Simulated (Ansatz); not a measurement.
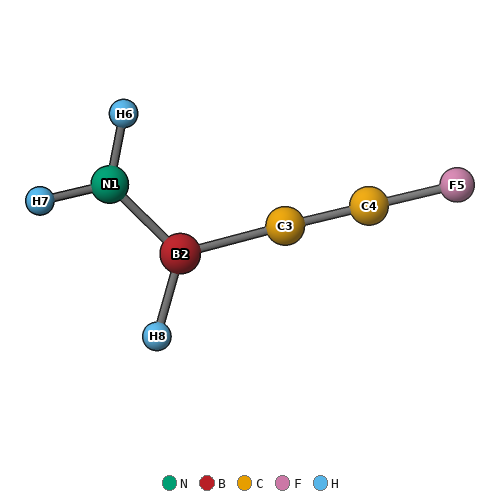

The system is C2H3BFN, SMILES NBC#CF; the picture shows the reference structure. 
- First axis: bond length N1–B2. Second axis: dihedral H6–N1–B2–C3.
- Nothing is relaxed (all other coordinates rigid).
- The grid has 11 × 12 points; 77 points were computed and 55 follow by symmetry.
- Points are written as (first, second).
- All energies are given in kcal/mol relative to the lowest grid point.
- The reference is spin-restricted, which grows unreliable where a bond is stretched far.
- The calculation used RKS B3LYP-D4/def2-SVP in Ansatz.

Its coordinates:

| atom | x (Å) | y (Å) | z (Å) |
| --- | --- | --- | --- |
| N | -0.6356 | -0.1910 | 1.3953 |
| B | 0.2560 | -0.5836 | 0.3978 |
| C | 0.3624 | 0.1934 | -0.9184 |
| C | 0.4665 | 0.7916 | -1.9708 |
| F | 0.5774 | 1.4202 | -3.0792 |
| H | -1.2495 | 0.6113 | 1.3091 |
| H | -0.7250 | -0.6871 | 2.2736 |
| H | 0.9477 | -1.5548 | 0.5926 |

Range: bond length N1–B2 from 1.143 to 2.091 Å; dihedral H6–N1–B2–C3 from −180 to 150°.

Q: What landscape does the calculation give?

A: The lowest grid point is at (1.428 Å, 0°); the map holds 2 wells of about this depth. The highest grid point, (1.143 Å, −90°), lies 104 kcal/mol above the lowest. On the interpolated surface the easiest way out of the lowest well to a well of about the same depth near (1.428 Å, −180°) passes a barrier of about 34 kcal/mol. Round the minimum the two coordinates are nearly uncoupled.

| dihedral H6–N1–B2–C3 ↓, bond length N1–B2 → | 1.143 | 1.238 | 1.333 | 1.428 | 1.523 | 1.617 | 1.712 | 1.807 | 1.902 | 1.997 | 2.091 |
| --- | --- | --- | --- | --- | --- | --- | --- | --- | --- | --- | --- |
| 150 | 61 | 24 | 9 | 6 | 12 | 21 | 33 | 46 | 59 | 72 | 85 |
| 120 | 85 | 46 | 27 | 22 | 25 | 33 | 43 | 55 | 66 | 78 | 90 |
| 90 | 104 | 61 | 40 | 33 | 35 | 41 | 50 | 60 | 71 | 83 | 94 |
| 60 | 85 | 46 | 27 | 22 | 25 | 33 | 43 | 55 | 66 | 78 | 90 |
| 30 | 61 | 24 | 9 | 6 | 12 | 21 | 33 | 46 | 59 | 72 | 85 |
| 0 | 52 | 16 | 2 | 0 | 6 | 16 | 29 | 43 | 56 | 70 | 82 |
| −30 | 61 | 24 | 9 | 6 | 12 | 21 | 33 | 46 | 59 | 72 | 85 |
| −60 | 85 | 46 | 27 | 22 | 25 | 33 | 43 | 55 | 66 | 78 | 90 |
| −90 | 104 | 61 | 40 | 33 | 35 | 41 | 50 | 60 | 71 | 83 | 94 |
| −120 | 85 | 46 | 27 | 22 | 25 | 33 | 43 | 55 | 66 | 78 | 90 |
| −150 | 61 | 24 | 9 | 6 | 12 | 21 | 33 | 46 | 59 | 72 | 85 |
| −180 | 52 | 16 | 2 | 0 | 6 | 16 | 29 | 43 | 56 | 70 | 82 |

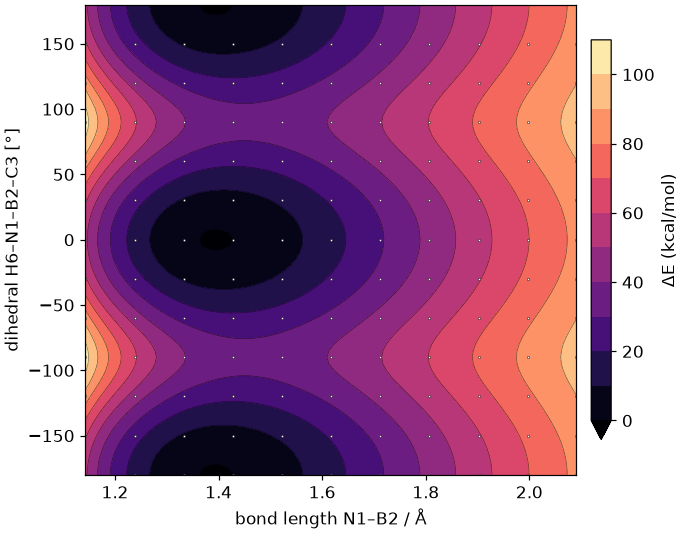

In the figure: filled contours, dots at the grid points. Between grid points the surface is interpolated.

Time for the 77 points that were run: 7.7 min on 1 thread of Intel(R) Xeon(R) Platinum 8259CL CPU @ 2.50GHz (Skylake/Cascade Lake), with other jobs on the host.
